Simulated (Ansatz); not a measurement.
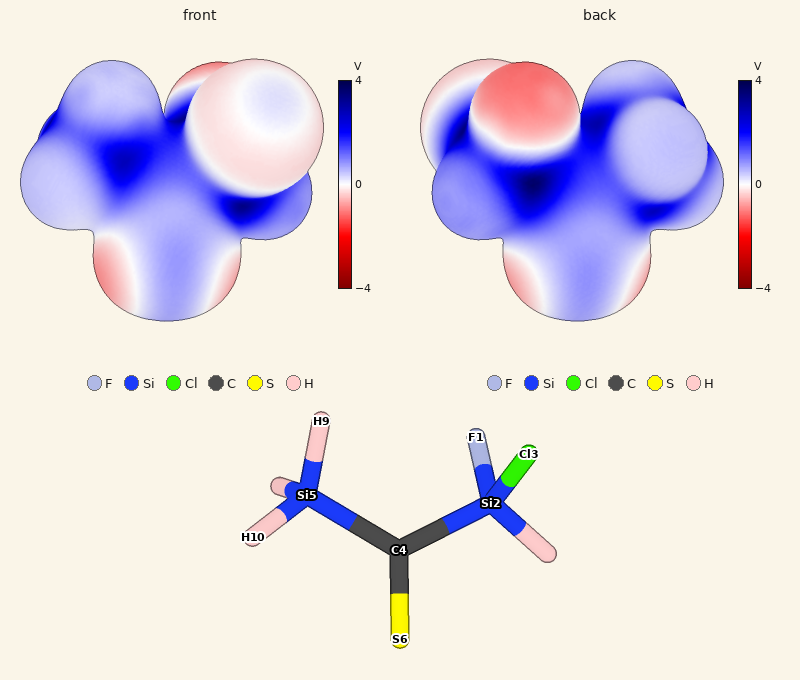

The picture shows: CH4ClFSSi2. The molecular electrostatic potential painted on the density surface at 0.004 e/bohr³, seen from the front and from behind; red is negative and blue positive. The bare structure is drawn below in the same view.

Level of theory: RHF/def2-SVP (Ansatz 0.2.0).

```xyz
10

F    -1.5659   -0.7428    1.4712
Si   -1.2926    0.6677    0.7558
Cl   -0.3982    1.8854    2.1468
C    -0.0892    0.3619   -0.6569
Si    1.3218   -0.9263   -0.5338
S    -0.3097    1.2230   -2.0056
H    -2.5629    1.2396    0.3243
H     0.7540   -2.2515   -0.8657
H     1.8381   -0.9457    0.8525
H     2.3878   -0.5626   -1.4858
```

**Where is the surface potential most negative and most positive?**

The most negative region (about −1.1 V) lies over F1, the most positive (about +3.3 V) over Si2. Cl3 shows a σ-hole: about +0.2 V at the tip opposite its bond, against about −0.2 V on its flanks.
